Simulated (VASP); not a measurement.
## TlGa: structure and properties in VASP

Aim: relax TlGa, then compute properties on the relaxed cell. The steps: full relaxation (PBE), second relaxation, density, ELF and potential (PBE), bands along the symmetry lines (PBE), density of states (PBE) and independent-particle dielectric function (PBE). The cell is invented: other elements were put on sites of a known structure type. It may not be a known or stable phase. Left out of this account: 1 further run (elastic: elastic constants of a metal on too coarse a mesh).

Program: VASP 6.6.1. Level of theory: PBE; plane waves and PAW (Tl_d, Ga_d); invented cell. Results are calculated unless marked as measured.

## (1) The structure

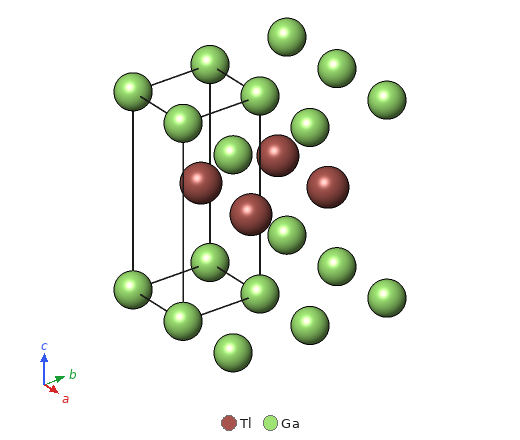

The cell as given, slightly off an axis (thallium brown, gallium green). 2×2×1 cells are drawn. Some periodic images of atoms are drawn too.

## (2) Full relaxation (PBE)

Properties are meant for the cell that this level of theory prefers, so cell and atoms are relaxed first (ISIF = 3) until forces and stress are small; EDIFFG sets the threshold. PBE, the usual starting point, adds the gradient of the density.

INCAR reads:

```
SYSTEM = TlGa
PREC = Accurate
ENCUT = 400
EDIFF = 1E-06
NELM = 100
ISMEAR = 1
SIGMA = 0.2
LREAL = .FALSE.
ALGO = Normal
GGA = PE
LORBIT = 11
LWAVE = .FALSE.
LCHARG = .FALSE.
IBRION = 2
NSW = 60
ISIF = 3
EDIFFG = -0.01
```

POSCAR reads:

```
TlGa
1.0
    3.6521389600      0.0000000000      0.0000000000
   -1.8260694800      3.1628451200      0.0000000000
    0.0000000000      0.0000000000      5.8682937400
Tl Ga
1 1
Direct
    0.3333333300      0.6666666700      0.5000000000
    0.0000000000      0.0000000000      0.0000000000
```

KPOINTS reads:

```
Automatic mesh
0
Gamma
7 7 4
0 0 0
```

The projector-augmented-wave data sets are Tl_d and Ga_d (PBE family, release 64).

On the command line:

```
mpirun -np 1 vasp_std
```

The program printed:

```text
[banner, memory and clock lines left out]
running    1 mpi-ranks, on    1 nodes
 distrk:  each k-point on    1 cores,    1 groups
 distr:  one band on    1 cores,    1 groups

 POSCAR found type information on POSCAR TlGa
 POSCAR found :  2 types and       2 ions
 LDA part: xc-table for (Slater+PW92), standard interpolation
 POSCAR, INCAR and KPOINTS ok, starting setup
 FFT: planning ... GRIDC
 FFT: planning ... GRID_SOFT
 FFT: planning ... GRID
 WAVECAR not read
 entering main loop
       N       E                     dE             d eps       ncg     rms          rms(c)
DAV:   1     0.129347142810E+03    0.12935E+03   -0.12233E+04   848   0.167E+03
DAV:   2     0.254330616504E+01   -0.12680E+03   -0.12483E+03   834   0.331E+02
DAV:   3    -0.444788742024E+01   -0.69912E+01   -0.69396E+01  1040   0.801E+01
DAV:   4    -0.454727366603E+01   -0.99386E-01   -0.99296E-01   927   0.924E+00
DAV:   5    -0.454941092062E+01   -0.21373E-02   -0.21371E-02  1154   0.135E+00    0.125E+00
DAV:   6    -0.452767205078E+01    0.21739E-01   -0.51093E-02   994   0.208E+00    0.943E-01
DAV:   7    -0.452414028695E+01    0.35318E-02   -0.13803E-02   933   0.102E+00    0.436E-01
DAV:   8    -0.452399557591E+01    0.14471E-03   -0.88541E-04  1018   0.328E-01    0.264E-02
DAV:   9    -0.452400833447E+01   -0.12759E-04   -0.53047E-05   942   0.544E-02    0.121E-02
DAV:  10    -0.452401728965E+01   -0.89552E-05   -0.71941E-06   771   0.222E-02    0.390E-03
DAV:  11    -0.452401880287E+01   -0.15132E-05   -0.16000E-06   662   0.123E-02    0.503E-04
DAV:  12    -0.452401873302E+01    0.69854E-07   -0.91077E-08   450   0.347E-03
   1 F= -.45240187E+01 E0= -.45221024E+01  d E =-.452402E+01
 curvature:   0.00 expect dE= 0.000E+00 dE for cont linesearch  0.000E+00
 trial: gam= 0.00000 g(F)=  0.182E-43 g(S)=  0.275E+00 ort = 0.000E+00 (trialstep = 0.100E+01)
 search vector abs. value=  0.275E+00
 bond charge predicted
       N       E                     dE             d eps       ncg     rms          rms(c)
DAV:   1    -0.114073618137E+02   -0.68833E+01   -0.10119E+02   840   0.106E+02    0.148E+01
DAV:   2    -0.556599223361E+01    0.58414E+01   -0.18684E+01   832   0.623E+01    0.524E+00
DAV:   3    -0.486824526470E+01    0.69775E+00   -0.17070E+00   840   0.111E+01    0.245E+00
DAV:   4    -0.478558619085E+01    0.82659E-01   -0.51133E-02   992   0.189E+00    0.148E+00
DAV:   5    -0.475096923733E+01    0.34617E-01   -0.20630E-02   918   0.124E+00    0.253E-01
DAV:   6    -0.475065770847E+01    0.31153E-03   -0.94732E-04   976   0.261E-01    0.453E-02
DAV:   7    -0.475069349370E+01   -0.35785E-04   -0.73826E-05   873   0.991E-02    0.561E-03
DAV:   8    -0.475069351137E+01   -0.17665E-07   -0.64537E-06   965   0.307E-02
   2 F= -.47506935E+01 E0= -.47493482E+01  d E =-.226675E+00
[...]
3 F= -.48230101E+01 E0= -.48210056E+01  d E =-.298991E+00
[...]
4 F= -.48274978E+01 E0= -.48255350E+01  d E =-.303479E+00
[...]
5 F= -.48276756E+01 E0= -.48256910E+01  d E =-.303657E+00
[...]
6 F= -.48304423E+01 E0= -.48294463E+01  d E =-.276663E-02
[...]
7 F= -.48312601E+01 E0= -.48304828E+01  d E =-.358449E-02
 curvature:  -0.98 expect dE=-0.395E-04 dE for cont linesearch -0.395E-04
 ZBRENT: extrapolating
 opt :   2.1212  next Energy=    -4.831291 (dE=-0.362E-02)
 bond charge predicted
       N       E                     dE             d eps       ncg     rms          rms(c)
DAV:   1    -0.483180475889E+01   -0.54460E-03   -0.14496E-02   826   0.103E+00    0.119E-01
DAV:   2    -0.483145377847E+01    0.35098E-03   -0.38332E-04   906   0.260E-01    0.697E-02
DAV:   3    -0.483128945344E+01    0.16433E-03   -0.25049E-04   913   0.172E-01    0.125E-02
DAV:   4    -0.483129177878E+01   -0.23253E-05   -0.34185E-05   838   0.505E-02    0.449E-03
DAV:   5    -0.483129188655E+01   -0.10778E-06   -0.59582E-07   463   0.925E-03
   8 F= -.48312919E+01 E0= -.48305465E+01  d E =-.361624E-02
 curvature:  -0.76 expect dE=-0.173E-05 dE for cont linesearch -0.216E-07
 trial: gam= 0.00218 g(F)=  0.719E-44 g(S)=  0.227E-05 ort =-0.877E-05 (trialstep = 0.136E+01)
 search vector abs. value=  0.225E-05
 reached required accuracy - stopping structural energy minimisation
```

Run time: 82 s. Hardware: 1 MPI rank of AMD EPYC 7R43, shared host; peak memory 0.14 GiB.

Lines that name or quote the potential files are left out of all logs, and their timing lines are given in words.

OUTCAR, selected parts (step 2):

```text
ion  position               nearest neighbor table
   1  0.333  0.667  0.500-
   2  0.000  0.000  0.000-

  LATTYP: Found a hexagonal cell.
 ALAT       =     3.6521389600
 C/A-ratio  =     1.6068100925

 Subroutine GETGRP returns: Found 12 space group operations
 (whereof 12 operations were pure point group operations)

The static configuration has the point symmetry D_3h.

 Found     24 irreducible k-points:

   k-points           NKPTS =     24   k-points in BZ     NKDIM =     24   number of bands    NBANDS=     17

   dimension x,y,z NGX =    24 NGY =   24 NGZ =   40
   dimension x,y,z NGXF=    48 NGYF=   48 NGZF=   80

   ENCUT  =  400.0 eV  29.40 Ry    5.42 a.u.   5.96  5.96  9.57*2*pi/ulx,y,z

   NELECT =      26.0000    total number of electrons

 k-points in reciprocal lattice and weights: Automatic mesh
   0.00000000  0.00000000  0.00000000       0.005
   0.14285714  0.00000000  0.00000000       0.031
   0.28571429  0.00000000  0.00000000       0.031
   0.42857143  0.00000000  0.00000000       0.031
   0.14285714  0.14285714  0.00000000       0.031
   0.28571429  0.14285714  0.00000000       0.061
   0.42857143  0.14285714  0.00000000       0.031
   0.28571429  0.28571429  0.00000000       0.031
   0.00000000  0.00000000  0.25000000       0.010
[...]
0.42857143  0.14285714  0.50000000       0.031
   0.28571429  0.28571429  0.50000000       0.031

 average (electrostatic) potential at core
       1 -84.2172       2 -65.0080

 E-fermi :   5.4319

 k-point     1 :       0.0000    0.0000    0.0000
  band No.  band energies     occupation
    ...
      9      -5.7987      2.00000
     10      -5.7987      2.00000
     11      -4.5341      2.00000
     12       0.4404      2.00000
     13       2.3935      2.00000
     14      13.1479      0.00000
     15      13.1479      0.00000
     16      15.7888      0.00000
     17      15.7888      0.00000

 k-point     2 :       0.1429    0.0000    0.0000
  band No.  band energies     occupation
    ...
      9      -5.8874      2.00000
     10      -5.8147      2.00000
     11      -4.1405      2.00000
     12       0.7390      2.00000
     13       2.8686      2.00000
     14      10.1962      0.00000
     15      11.9842      0.00000
     16      13.7091      0.00000
     17      15.0869      0.00000

 k-point     3 :       0.2857    0.0000    0.0000
  band No.  band energies     occupation
    ...
      9      -5.8503      2.00000
     10      -5.8213      2.00000
     11      -2.9023      2.00000
     12       1.6219      2.00000
     13       4.1910      2.00000
     14       6.2954     -0.00000
     15      10.1913      0.00000
     16      10.4966      0.00000
     17      12.3928      0.00000

  Total       -0.0045402     -0.0045402     -0.0072819      0.0000000      0.0000000      0.0000000
  in kB       -0.1414767     -0.1414767     -0.2269084      0.0000000      0.0000000      0.0000000
  external PRESSURE =      -0.1699539 kB  Pullay stress =       0.0000000 kB

  energy-cutoff  :      400.00
  volume of cell :       51.42
      direct lattice vectors                 reciprocal lattice vectors
     3.312059932 -0.000000000  0.000000000     0.301926904  0.174317579  0.000000000
    -1.656029966  2.868328042 -0.000000000     0.000000000  0.348635158  0.000000000
     0.000000000 -0.000000000  5.412231757    -0.000000000 -0.000000000  0.184766663

 POSITION                                       TOTAL-FORCE (eV/Angst)
 -----------------------------------------------------------------------------------
     -0.00000      1.91222      2.70612        -0.000000      0.000000      0.000000
     -1.65603      2.86833      5.41223         0.000000     -0.000000     -0.000000
 -----------------------------------------------------------------------------------
    total drift:                                0.000010     -0.000006     -0.000000

  FREE ENERGIE OF THE ION-ELECTRON SYSTEM (eV)
  ---------------------------------------------------
  free  energy   TOTEN  =        -4.8312918866 eV

  energy  without entropy=       -4.8290556031  energy(sigma->0) =       -4.83054646

 reached required accuracy - stopping structural energy minimisation

 total charge
# of ion       s       p       d       tot
------------------------------------------
    1        1.165   0.417   9.644  11.225
    2        1.085   0.407   9.932  11.424
--------------------------------------------------
tot          2.250   0.823  19.576  22.649

[... 3 further parts left out ...]
```

The k-mesh is coarse for a metal. After so large a change of volume the plane waves of the start cell no longer fit, so the final stress carries a basis-set error. The run keeps the 12 symmetry operations of its start, so it cannot find a distortion of lower symmetry.

Relaxation path:

| step | energy less that of the first step (eV) | largest force (eV/Å) | pressure (GPa) | volume (Å³) |
| --- | --- | --- | --- | --- |
| 1 | 0.0000 | 0.0000 | -4.61 | 67.79 |
| 2 | -0.2267 | 0.0000 | -3.00 | 58.66 |
| 3 | -0.2990 | 0.0000 | -0.88 | 53.12 |
| 4 | -0.3035 | 0.0000 | 0.22 | 51.23 |
| 5 | -0.3037 | 0.0000 | -0.11 | 51.61 |
| 6 | -0.3064 | 0.0000 | -0.03 | 51.50 |
| 7 | -0.3072 | 0.0000 | -0.01 | 51.43 |
| 8 | -0.3073 | 0.0000 | -0.02 | 51.42 |

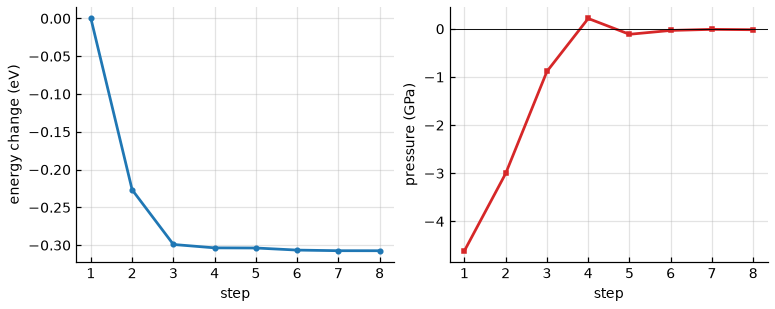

Energy and pressure along the relaxation.

| conventional cell, symmetrised | before | after | change |
| --- | --- | --- | --- |
| a (Å) | 3.652 | 3.312 | -9.3 % |
| b (Å) | 3.652 | 3.312 | -9.3 % |
| c (Å) | 5.868 | 5.412 | -7.8 % |
| volume (Å³/atom) | 33.89 | 25.71 | -24.1 % |

The relaxed structure:

```xyz
2
Lattice="3.3121 0.0000 0.0000 -1.6560 2.8683 0.0000 0.0000 0.0000 5.4122" Properties=species:S:1:pos:R:3 pbc="T T T"
Tl    0.0000    1.9122    2.7061
Ga    0.0000    0.0000    0.0000
```

Numbers from this step:

* electrons: 26
* bands: 17
* irreducible k-points: 24
* symmetry operations: 12
* free energy (TOTEN): -4.831 eV
* energy at zero smearing: -4.831 eV
* Fermi energy: 5.432 eV
* pressure: -0.01700 GPa
* metallic: yes
* SCF cycles over all ionic steps: 58

It ends with forces that vanish by symmetry and a pressure of -0.02 GPa.

(Continued in part 2 of 3.)

[Lines on the potential files, build, host, timing and source positions are cut from VASP's logs without a mark.]

[Logs are printed without paths, hosts, clocks, repeated set-up lines and the standing remarks that a program may print on its own settings, such as how far it seeks lower states.]

[Hosts, paths, dates, database ids (printed as entryN), source tags and the programs' standing remarks are cut or masked in the printed files.]

[A measured line is paired with the nearest computed mode of its activity, which favours agreement.]

[In band tables of VASP the shares of atoms and orbitals are scaled to a sum of 1 inside the atoms' spheres.]
